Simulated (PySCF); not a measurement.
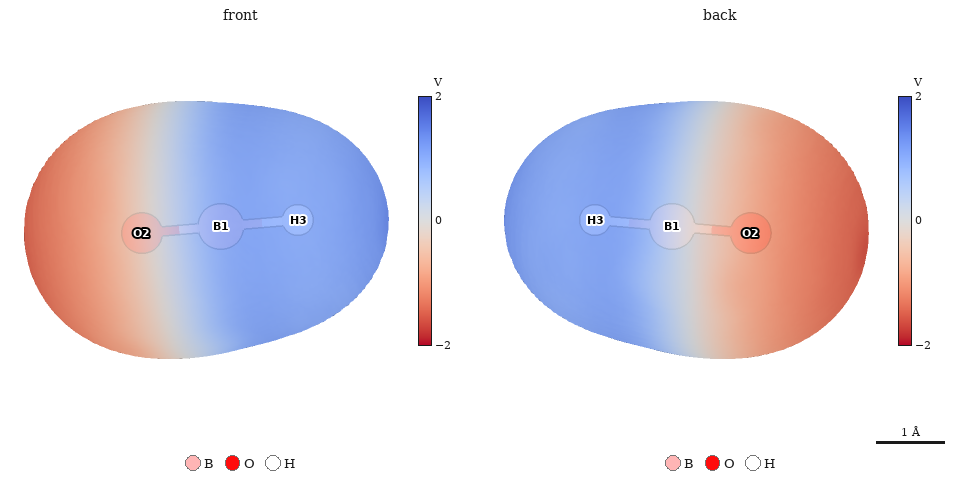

Figure. BHO (SMILES B=O). The molecular electrostatic potential painted on the density surface at 0.001 e/bohr³, seen from the front and from behind; red is negative and blue positive.

Geometry: PBE0-D4/def2-TZVP.

Method: Gaussian-basis quantum chemistry of an isolated molecule with PySCF, energy and nuclear gradient, functional PBE0 in PySCF.

> Which sites attract a positive test charge, and which a negative one?

A positive charge is drawn to the negative regions and a negative charge to the positive ones. The most negative region (about −1.5 V) lies over O2, the most positive (about +1.3 V) over H3. O2 is the likeliest acceptor of a hydrogen bond.

> How polar is the molecule by this calculation?

Its dipole moment is 2.79 D.
